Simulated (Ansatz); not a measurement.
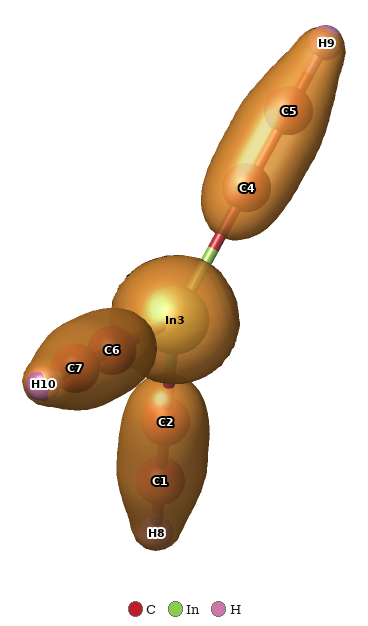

Figure 1: C$_{6}$H$_{3}$In (SMILES C#[C][In]([C]#C)[C]#C). Isosurface of the electron density at 1 e/Å³ (orange), seen at an oblique angle.

Geometry: PBE0-D4/def2-TZVP; core potentials replace the inner electrons of In.

These are results of RKS PBE0-D4/def2-TZVPP (Ansatz 0.2.0), not measurements.

```xyz
10

C    -0.4610   -3.1158    0.9154
C    -0.2914   -1.9682    0.5778
In   -0.0001    0.0003   -0.0005
C     1.5576    0.4851   -1.2784
C     2.4658    0.7673   -2.0234
C    -1.2665    1.4837    0.6996
C    -2.0048    2.3483    1.1082
H    -0.6107   -4.1288    1.2133
H     3.2676    1.0165   -2.6810
H    -2.6566    3.1115    1.4690
```

How is the density connected at this value?

At this value the surface falls into four separate pieces. It bridges the sampled C–C (1.21 Å) and C–H (1.07 Å) contacts, where the density stays above the isovalue. It is pinched off along the sampled C–In (2.07 Å) contacts. On the grid the lowest density along these lines, outside the cores, is 2.9 e/Å³ (C–C, 1.21 Å), 0.74 e/Å³ (C–In, 2.07 Å) and 2 e/Å³ (C–H, 1.07 Å).
